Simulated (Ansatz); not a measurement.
**[NH3]+ (SMILES [NH3+]) at FCI/3-21G**

Aim: the energy change on altering one bond length of [NH3]+ at FCI/3-21G, from 2 runs. 

The calculation is run with Ansatz 0.2.0.

### Step 1. The structure to begin with

[NH3]+ has 4 atoms, charge +1, and is taken as a doublet. As SMILES, `[NH3+]`. Geometry: relaxed at GFN2-xTB.

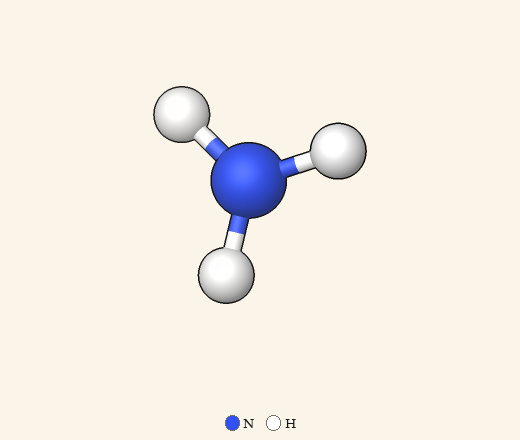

The structure, seen from a chosen angle (nitrogen blue, hydrogen white).

### Step 2. The energy at FCI/3-21G

Input file input.yaml:

```yaml
crystal:
  periodic: [false, false, false]
  atoms:
    - {symbol: N, position_ang: [0.000140, -0.000820, -0.000330]}
    - {symbol: H, position_ang: [0.510700, -0.238750, 0.859300]}
    - {symbol: H, position_ang: [-0.995460, -0.239520, -0.089810]}
    - {symbol: H, position_ang: [0.484620, 0.479080, -0.769160]}
basis:
  gaussian:
    orbitals: 3-21G.json
total_charge: 1
magnetization:
  spin_polarized: true
  initial_magnetization: 1
correlation:
  method: fci
  frozen_orbitals: {H: 0, "N": 1}
accuracy: high
```

The basis set 3-21G is read from a file made from the Basis Set Exchange's data (not shown).

Command:

```sh
ansatz run input.yaml --threads 1 --pin off --max-ram 2610MiB --events-out events.jsonl --progress --plain --runs-dir runs
```

The program printed:

```text
Warning: RAYON_NUM_THREADS=1 ignored (pool sized by the plan → 1); use --threads N
Functional definition: HF
  name "HF"
  exchange = exact_x
  correlation = 0
291 factors; integrals over basis functions are off by at most 4.4e-9 eV
mean field evaluation 1: about -1511.0833 eV, gradient 1.8e1 eV
mean field evaluation 2: about -1511.0789 eV, gradient 1.8e1 eV
mean field evaluation 4: about -1512.2920 eV, gradient 9.6e-1 eV
mean field evaluation 8: about -1512.3028 eV, gradient 6.0e-5 eV
mean field -1512.30278029 eV, -55.5761021001 hartree, gradient 2.8e-8 eV, S^2 0.760116; 0 other end points of the search recorded, 0 dependent functions left out
mean field evaluation 16: about -1512.2137 eV, gradient 2.9e-1 eV
1 core orbitals not correlated: weight in the atoms' cores, before any rotation towards them, 1.000 or more for the frozen orbitals, at most 0.000 for the correlated occupied ones
reference -1512.21365142 eV, -55.5728266744 hartree; 4, 3 occupied and 10, 11 virtual orbitals, 291 factors
state -1515.15558468 eV, -55.6809407276 hartree
Total energy: -1515.15558468 eV, -55.6809407276 hartree
```

It took 1.6 s on 1 thread of Arm Neoverse V1, shared host; peak memory 0.1 GiB.

### Step 3. The distorted shape

Input file job.yaml:

```yaml
crystal:
  periodic: [false, false, false]
  atoms:
    - {symbol: "N", position_ang: [-0.127513, 0.058669, -0.215260]}
    - {symbol: H, position_ang: [0.510700, -0.238750, 0.859300]}
    - {symbol: H, position_ang: [-1.123113, -0.180031, -0.304740]}
    - {symbol: H, position_ang: [0.356967, 0.538569, -0.984090]}
basis:
  gaussian:
    orbitals: 3-21G.json
total_charge: 1
magnetization:
  spin_polarized: true
  initial_magnetization: 1
correlation:
  method: fci
  frozen_orbitals: {H: 0, "N": 1}
accuracy: high
```

The basis set 3-21G is read from a file made from the Basis Set Exchange's data (not shown).

Command:

```sh
ansatz run job.yaml --threads 1 --pin off --max-ram 2610MiB --events-out events.jsonl --progress --plain --runs-dir runs
```

The program printed:

```text
Warning: RAYON_NUM_THREADS=1 ignored (pool sized by the plan → 1); use --threads N
[... 4 set-up lines as earlier in the session ...]
290 factors; integrals over basis functions are off by at most 2.6e-9 eV
mean field evaluation 1: about -1509.9367 eV, gradient 1.9e1 eV
mean field evaluation 2: about -1509.9333 eV, gradient 1.9e1 eV
mean field evaluation 4: about -1511.3665 eV, gradient 1.1e0 eV
mean field evaluation 8: about -1511.3893 eV, gradient 2.3e-3 eV
mean field -1511.38926212 eV, -55.5425309266 hartree, gradient 2.9e-8 eV, S^2 0.770189; 0 other end points of the search recorded, 0 dependent functions left out
mean field evaluation 16: about -1511.2805 eV, gradient 3.9e-1 eV
1 core orbitals not correlated: weight in the atoms' cores, before any rotation towards them, 1.000 or more for the frozen orbitals, at most 0.000 for the correlated occupied ones
reference -1511.28046710 eV, -55.5385327834 hartree; 4, 3 occupied and 10, 11 virtual orbitals, 290 factors
state -1514.41893150 eV, -55.6538692226 hartree
Total energy: -1514.41893150 eV, -55.6538692226 hartree
```

Run time: 1.6 s. Hardware: 1 thread of Arm Neoverse V1, shared host; peak memory 0.1 GiB.

### Step 4. Summary of results

At FCI/3-21G, 1 core orbital frozen:

| quantity | value |
| --- | --- |
| first shape: total energy | -55.68094 Eh |
| first shape: correlation energy (1 core orbital frozen) | -108.1 mEh |
| distorted shape: total energy | -55.65387 Eh |
| distorted shape: correlation energy (1 core orbital frozen) | -115.3 mEh |
| energy change with the N1–H2 bond stretched from 1.028 to 1.285 Å | 0.737 eV |

**Reading.** With the N1–H2 bond stretched from 1.028 to 1.285 Å the energy rises by 0.74 eV (17.0 kcal/mol). The first shape isn't relaxed at this level, so the change isn't measured from a minimum.
